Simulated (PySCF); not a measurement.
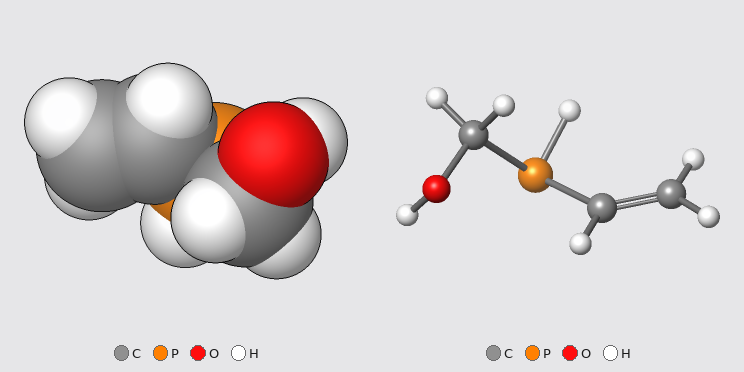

Two views of one molecule.

Computed geometry: GFN2-xTB optimisation. No frequency run is at hand to confirm it as a minimum.

> Give the formula.

C₃H₇OP, 12 atoms: 3 carbon, 7 hydrogen, 1 oxygen and 1 phosphorus.

> Give the symmetry (Schoenflies symbol).

C1.

> Name some functional groups or characteristic bonds that it holds.

Among them: alcohol, alkene.

> Count the bonded pairs by element.

5 C–H, 2 C–P, 1 C–C, 1 C–O, 1 P–H, 1 O–H.

More results for the same structure follow; atom numbers are the same in all pictures, views and colours differ.

### Geometry

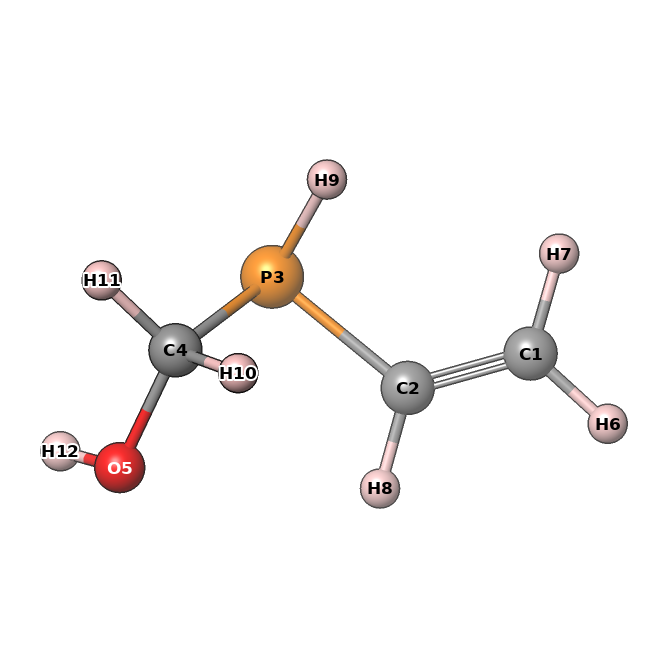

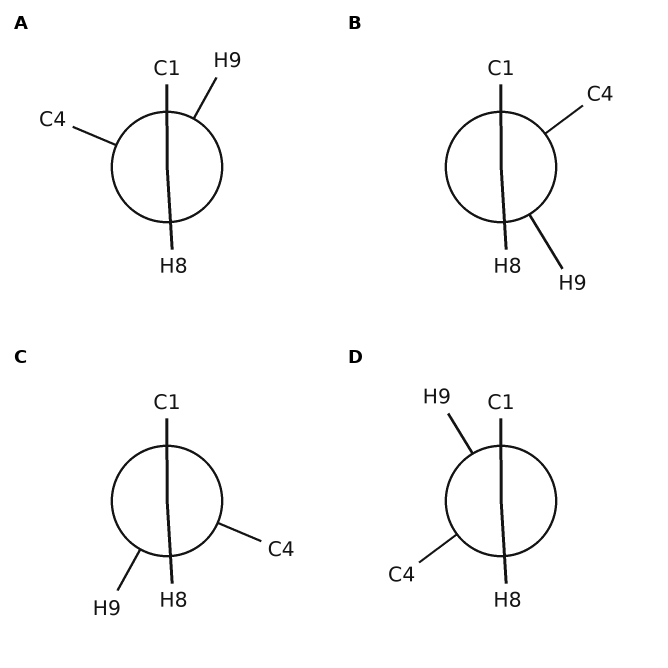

Distant atoms are faded towards the background colour. Bonds that would overlap in a projection are set slightly apart. No frequency run is at hand to confirm it as a minimum.

> Which Newman projection shows the view along C2–P3, with C2 in front?

D. The torsion angle C1–C2–P3–C4 is −127°, anticlinal.

### Excitation

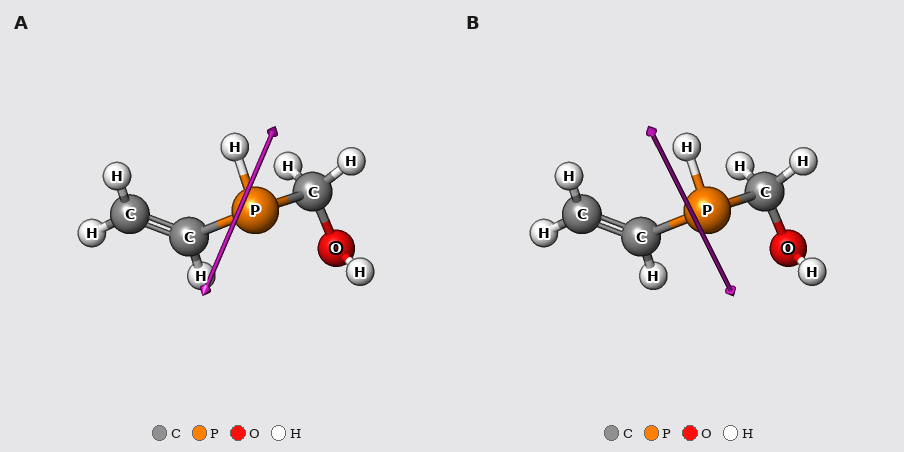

The double arrows show the directions of two transition dipoles from the ground state (lengths mean nothing). No frequency run is at hand to confirm it as a minimum. Method: TDDFT ωB97X-D/def2-SVPD, vertical, gas phase, core orbitals frozen in the response (PySCF 2.14.0).

> One belongs to singlet state 6 and one to singlet state 7. Which is which?

A: state 7, 7.60 eV (163 nm), oscillator strength 0.015, of mixed character, with the largest part HOMO → LUMO+4 (weight 0.36).
B: state 6, 7.31 eV (170 nm), oscillator strength 0.030, of mixed character, with the largest part HOMO → LUMO+3 (weight 0.35).

### Core levels

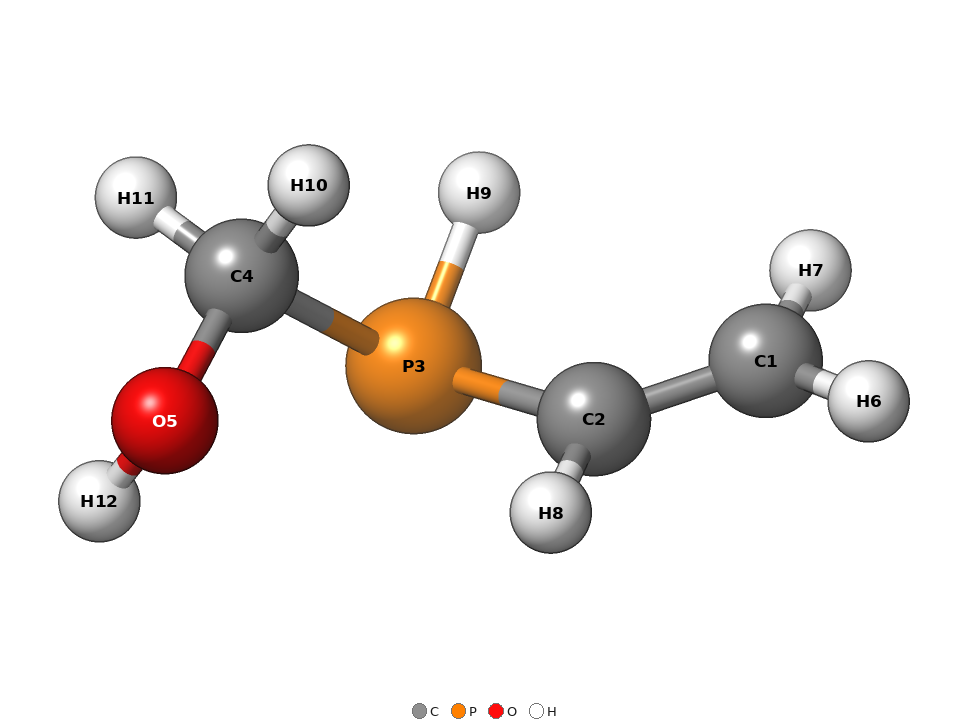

No frequency run is at hand to confirm it as a minimum. Level of theory: delta-SCF UKS SCAN, pcX-2 on the ionised atom, pcseg-1 elsewhere, spin-free X2C (PySCF 2.14.0).

Give the core-electron binding energies (to vacuum; p and d levels without spin–orbit splitting) of C1 1s, C2 1s, P3 1s, P3 2p, C4 1s, O5 1s.

| atom | level | binding energy (eV) |
| --- | --- | --- |
| C1 | 1s | 290.0 |
| C2 | 1s | 290.4 |
| P3 | 1s | 2149.8 |
| P3 | 2p | 136.6 |
| C4 | 1s | 292.0 |
| O5 | 1s | 538.8 |

### Polarisability

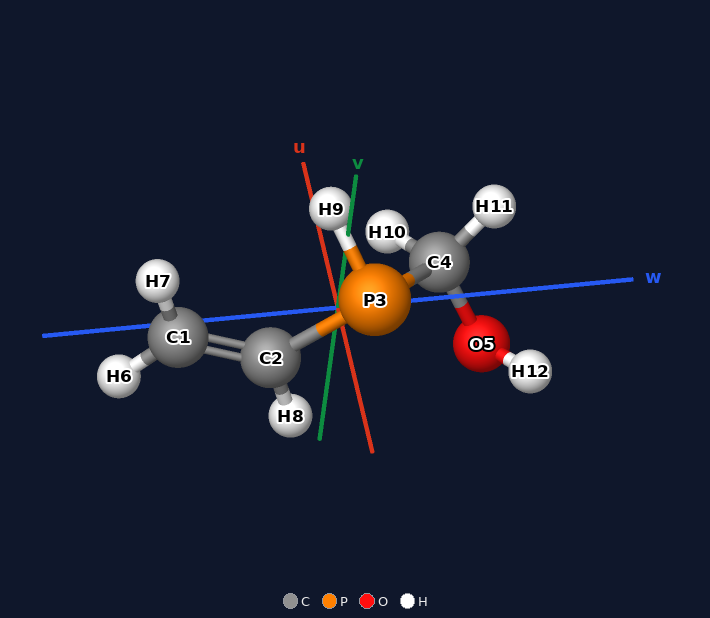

The lines u, v and w are the principal axes of the static dipole polarisability. No frequency run is at hand to confirm it as a minimum. Computed with ωB97X-D/def2-SVPD (PySCF 2.14.0).

> Along which axis is the molecule most polarisable, and along which least?

Most along w (close to the long direction C1···O5), least along u.

> Give the three principal values.

u 56.6, v 62.9, w 89.5 bohr³; mean 69.7, anisotropy 30.2 bohr³.

The geometry is semi-empirical. Around P such bond lengths and angles can be off by a tenth of an ångström or more and by several degrees, and values that hang on the shape move with them.
